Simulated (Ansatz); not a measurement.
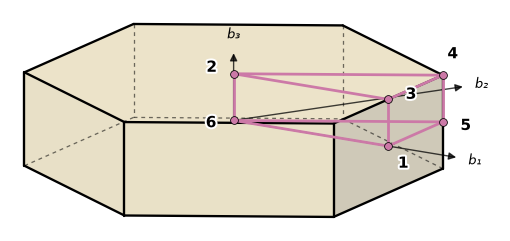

Crystal: Tm, the geometry relaxed with DFT PBE, scalar-relativistic, plane waves, PAW in Ansatz; the starting structure was generated, so it need not be a known form of this composition. The first Brillouin zone of a primitive hexagonal lattice (hP; extended symbol hP2) is drawn with its special points numbered. Geometry calculated from the standardised cell; symmetry tolerance 0.002 Å.

a = 3.676 Å, b = 3.676 Å, c = 11.889 Å, α = 90.00°, β = 90.00°, γ = 120.00°.

Labels and path follow the convention of Hinuma et al. (2017), as computed by seekpath; the arrows show the directions of the reciprocal primitive vectors b₁, b₂, b₃, in which coordinates are given.

Which special point is each number?

Answer.
```json
{"no.": "1", "label": "M", "coordinates": "(1/2, 0, 0)"}
{"no.": "2", "label": "A", "coordinates": "(0, 0, 1/2)"}
{"no.": "3", "label": "L", "coordinates": "(1/2, 0, 1/2)"}
{"no.": "4", "label": "H", "coordinates": "(1/3, 1/3, 1/2)"}
{"no.": "5", "label": "K", "coordinates": "(1/3, 1/3, 0)"}
{"no.": "6", "label": "Γ", "coordinates": "(0, 0, 0)"}
```
